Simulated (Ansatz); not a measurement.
# Strength of the Si–Si bond: CH10N2Si2 → SiH(CH3)(NH2) + SiH2(NH2)

Species: CH10N2Si2 `C[SiH](N)[SiH2]N`, singlet; SiH(CH3)(NH2), doublet; SiH2(NH2), doublet. 

Shapes, held fixed at every level: PBE0-D4/def2-TZVP. Flexible molecules stand in one conformer, not always the lowest. Programs: Ansatz 0.2.0. Electronic energies: no zero-point or thermal term.

```csv
level,kind,ΔE (kJ/mol),less CCSD(T)/CBS estimate
PBE-D4/def2-TZVPP,GGA,+296.1,-25.7
r2SCAN-D4/def2-TZVPP,meta-GGA,+288.8,-33.0
PBE0-D4/def2-TZVPP,global hybrid,+304.4,-17.4
wB97M-V/def2-TZVPP,range-separated hybrid,+322.2,+0.4
MP2/def2-TZVPP,perturbation theory,+316.0,-5.8
CCSD/def2-TZVPP,coupled cluster or CI,+307.2,-14.6
CCSD(T)/CBS estimate,coupled cluster or CI,+321.8,0.0
```

The highest level, CCSD(T)/CBS estimate, gives ΔE = +321.8 kJ/mol; the levels span +288.8 to +322.2. The column of differences is taken from that level and isn't an error. No measured value is set beside it here. Open shells run unrestricted unless RO is named. The CBS estimate extrapolates MP2 from def2-TZVPP and def2-QZVPP and adds CCSD(T) − MP2 in the triple-zeta set, cores frozen.

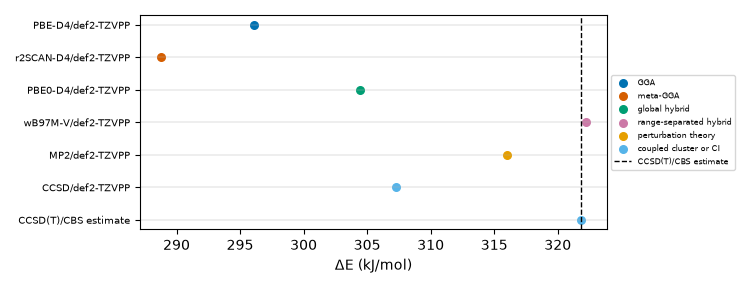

The values of the table, level by level.
